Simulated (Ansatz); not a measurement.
ClF$_{4}$H$_{2}$OW (doublet)

The calculation's input:

```
crystal:
  periodic: [false, false, false]
  atoms:
    - { symbol: W, position_ang: [0.0, 0.0, 0.0] }
    - { symbol: H, position_ang: [0.0, 0.0, 1.97] }
    - { symbol: F, position_ang: [1.85, 0.0, 0.0] }
    - { symbol: F, position_ang: [0.0, 1.85, 0.0] }
    - { symbol: F, position_ang: [-1.85, 0.0, 0.0] }
    - { symbol: Cl, position_ang: [0.0, -2.39, 0.0] }
    - { symbol: F, position_ang: [0.0, 0.0, -1.85] }
    - { symbol: O, position_ang: [0.0, 0.0, 3.28] }
    - { symbol: H, position_ang: [-0.5144, -0.8011, 3.6171] }
magnetization:
  spin_polarized: true
  initial_magnetization: 1
basis:
  gaussian: { orbitals: def2-SVP }
hamiltonian:
  xc: hf
relax:
  f_tol: 0.15
  max_steps: 25
  restrain:
    - { distance: [1, 7], at: 1.01, k: 30.0 }
    - { distance: [0, 1], at: 2.92, k: 30.0 }
output:
  orbitals: {}
```

Command:

```sh
ansatz run input.yaml --threads 4 --pin off --max-ram 5120MiB --backend cpu --events-out ev --progress --plain --runs-dir out
```

The fields are those of the run's last geometry, not of the input's.

Core potentials replace the inner electrons of W; not at a stationary point (largest force 1.3 eV/Å).

These are results of UHF/def2-SVP (Ansatz), not measurements.

Q: Predict the electron density, electron localisation function and spin density between the atoms.

A: W–F (1.84 Å): the density is about 1.1 e/Å³ at the midpoint; the ELF peaks at about 0.85 in the valence shell of F, 0.6 Å from its nucleus, and drops to about 0.15 between the two atoms.
W–O (2.23 Å): ρ is about 0.4 e/Å³ halfway; the ELF peaks at about 0.90 in the valence shell of O, 0.6 Å from its nucleus, and is about 0.10 at the midpoint.
W–Cl (2.35 Å): ρ at the midpoint is about 0.61 e/Å³; the ELF peaks at about 0.85 in the valence shell of Cl, 0.9 Å from its nucleus, and is about 0.40 at the midpoint.
O–H (0.95 Å): the density is about 3.9 e/Å³ at the midpoint; the ELF climbs to about 1 towards the hydrogen, as it does in any bond to H: an ordinary covalent bond to hydrogen.
The unpaired spin (1 electron) lies mostly on W1 (about 0.8), in electrons by Hirshfeld's partition.

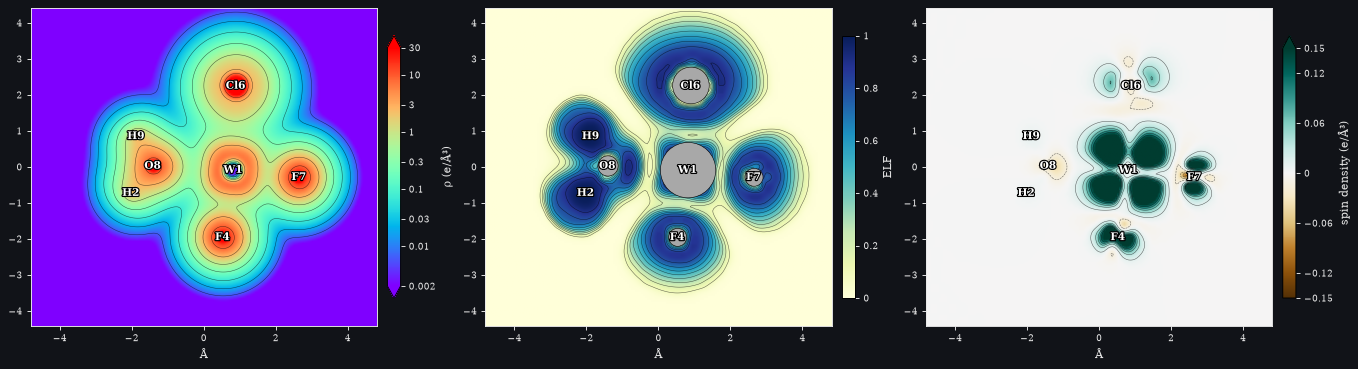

Computed electron density, electron localisation function and spin density on the plane of atoms Cl6, W1 and O8, in this order. Grey discs cover the atomic cores in the ELF map. 
